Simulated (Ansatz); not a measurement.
```xyz
15

Si   -1.1304    0.8737   -0.2975
Si    0.3367   -1.6774   -0.9094
Cl   -1.5378    0.5587   -2.2702
Cl   -2.1546   -0.2070    1.1285
F    -1.9323    2.2591   -0.0895
H     0.8454    0.7019    1.2539
N     0.4527    1.5402    0.1729
H     0.6784   -0.8020    0.8157
O     1.0731   -0.2688    1.7391
H     1.1469   -2.7890   -0.2922
H    -0.9138   -2.3401   -1.3760
H     1.1205   -1.2842   -2.1234
H     1.1751    1.3263   -0.5075
H     0.4047    2.5459    0.3108
H     0.4352   -0.4374    2.4450
```

A transition-state structure; geometry: PBE0-D4/def2-TZVP.

All numbers below come from Ansatz 0.2.0, RKS PBE0-D4/def2-TZVPP.

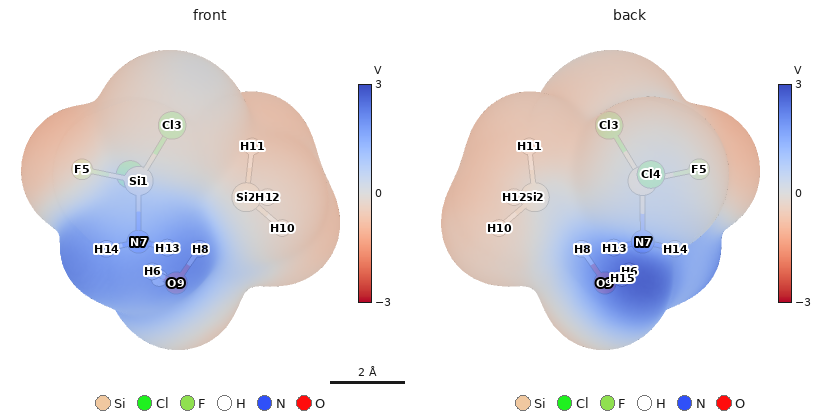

Cl2FH2NSi···H3Si···H3O. The molecular electrostatic potential painted on the density surface at 0.001 e/bohr³, seen from the front and from behind; red is negative and blue positive.

### Describe the electrostatic potential map.

The most negative region (about −0.9 V) lies over F5, the most positive (about +2.6 V) over H15.
